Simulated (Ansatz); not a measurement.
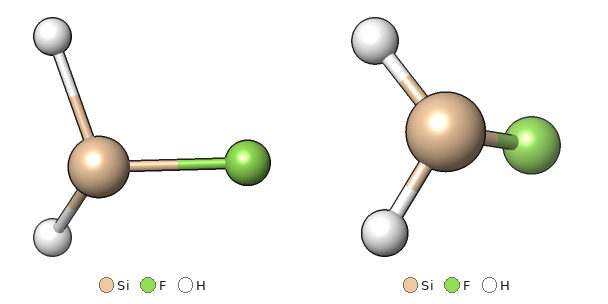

Two views of one molecule.

The species is neutral and a spin doublet. The computed structure is the end point of a PBE0-D4/def2-TZVP optimisation.

Question: Give the formula.

Answer: FH2Si, 4 atoms: 1 fluorine, 2 hydrogen and 1 silicon.

Question: How many sets of symmetry-equivalent atoms are there?

Answer: 3: 1 Si, 1 F, 2 H.

Question: Which point group does it belong to?

Answer: Cs.

Question: How many bonds of each kind are drawn?

Answer: 2 Si–H, 1 F–Si. Sticks follow a distance rule.

The parts below concern this one geometry. Atoms keep their numbers from picture to picture.

## Electronic properties

Method: UKS PBE0-D4/def2-TZVP (Ansatz 0.2.0).

Question: Give the harmonic zero-point energy at this level.

Answer: 46.0 kJ/mol.

Question: Give the dipole moment at this level.

Answer: 1.21 D.

Question: Estimate the ⟨S²⟩ of the determinant.

Answer: 0.752.

## Vibrations

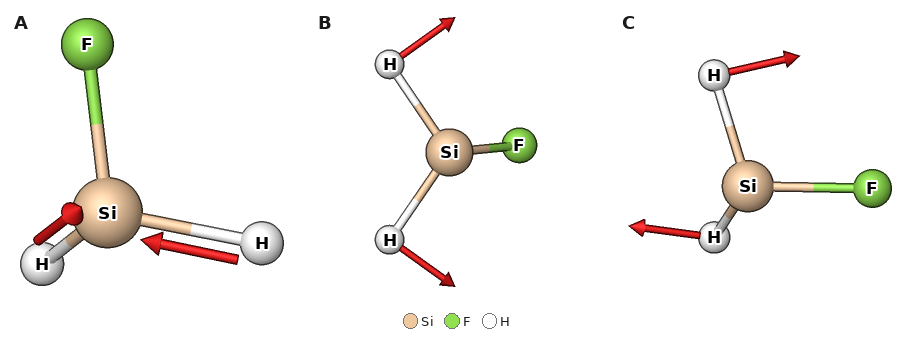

3 normal modes of one molecule or complex, as arrows. Harmonic vibrations computed with UKS PBE0-D4/def2-TZVP (Ansatz 0.2.0) at a stationary point of the same level.

Question: Match the panels to the wavenumbers 704 cm⁻¹, 922 cm⁻¹, 2177 cm⁻¹.

Answer: A: 2177 cm⁻¹, in-phase stretching of 2 Si–H bonds
B: 922 cm⁻¹, H–Si–H bending
C: 704 cm⁻¹, F–Si–H bending

## Charges

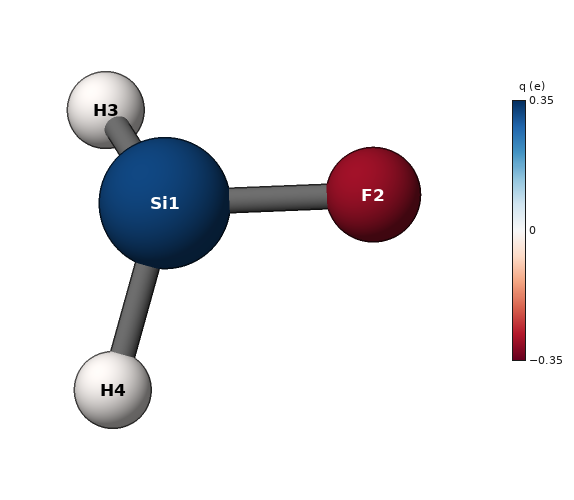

Atoms are coloured by their Mulliken charges. Properties computed with UKS PBE0-D4/def2-TZVP (Ansatz 0.2.0).

Give the Mulliken charges atom by atom.

```
atom  value (e)
 Si1       0.32
  F2      −0.30
  H3      −0.01
  H4      −0.01
```

## Thermal motion

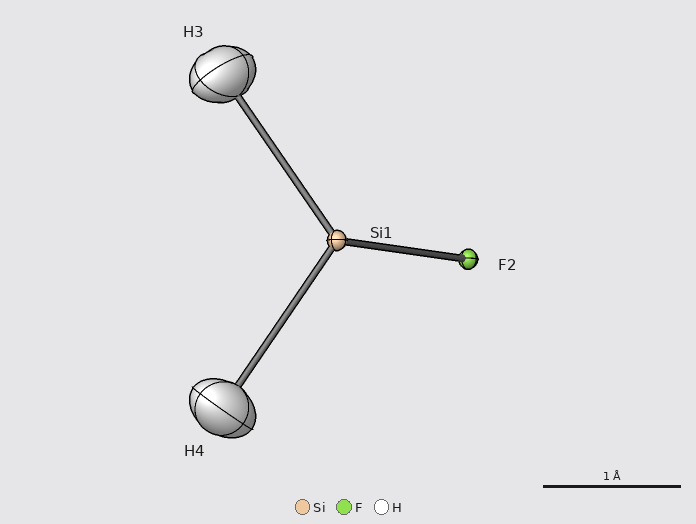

Displacement ellipsoids at the 50 % level, enlarged 1.5 times, from the internal vibrations of the free molecule (harmonic, no overall translation or rotation; no half-axis is drawn under 0.075 Å). Vibrations computed with UKS PBE0-D4/def2-TZVP (Ansatz 0.2.0). Temperature: 400 K.

Give the displacement parameters, one line for each set of equivalent atoms.

```tsv
atom	U_eq (Å²)	rms amplitudes (Å)
Si1	0.00016	0.009, 0.009, 0.018
F2	0.00027	0.006, 0.009, 0.026
H3, H4	0.0131	0.086, 0.097, 0.150
```

Mulliken values depend strongly on the basis set and can even reverse the polarity of a bond.
